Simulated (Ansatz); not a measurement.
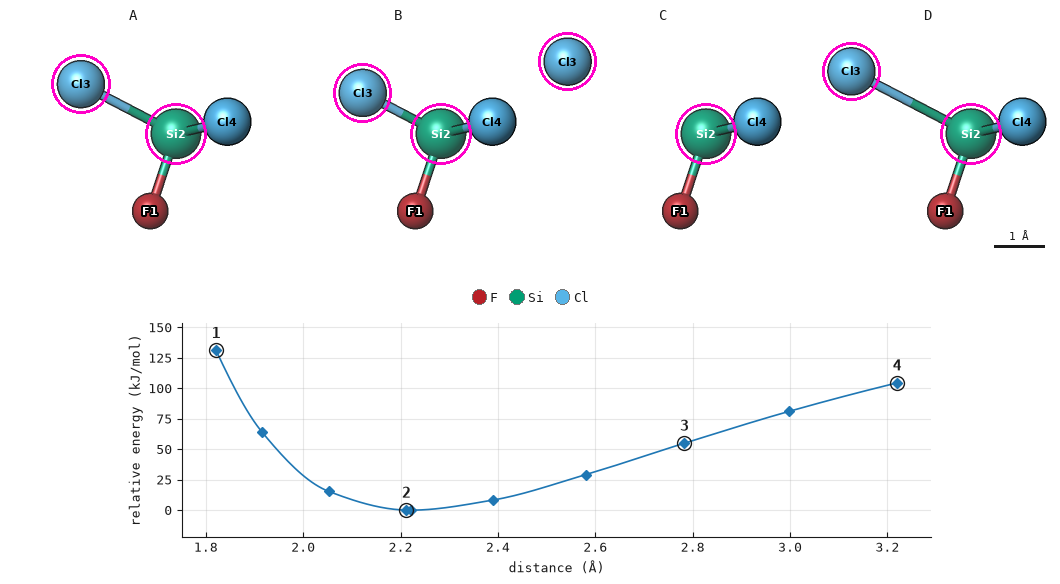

Energy scan for SiCl2F (charge −1), in which the Si2–Cl3 distance is varied, with the rest of the molecule carried along rigidly. The frames are shuffled; the numbered points of the plot belong to them. Style: ball-and-stick. Shown at a tilt. The ringed atoms are those of the scanned coordinate.

Single-point energies from Ansatz with CCSD(T) in the def2-TZVPPD basis, on geometries moved rigidly from the minimum at PBE0-D4/def2-TZVPD. Coupled cluster with a frozen core. Energies are counted from the PBE0-D4/def2-TZVPD minimum geometry at the same level.

Which frame belongs to which numbered point?

Point 1 is frame B (the distance 1.821 Å, 131.1 kJ/mol); 2 is frame A (the distance 2.212 Å, 0.1 kJ/mol); 3 is frame D (the distance 2.783 Å, 55.0 kJ/mol); 4 is frame C (the distance 3.220 Å, 104.5 kJ/mol). Of the computed points the lowest is at the distance 2.221 Å, 0.0 kJ/mol. The end points stand at 131.1 kJ/mol (1.821 Å) and 104.5 kJ/mol (3.220 Å). The curvature at the lowest point is about 8.6 eV/Å² (1.4 mdyn/Å). The well is steeper on the short side, as for any bond.
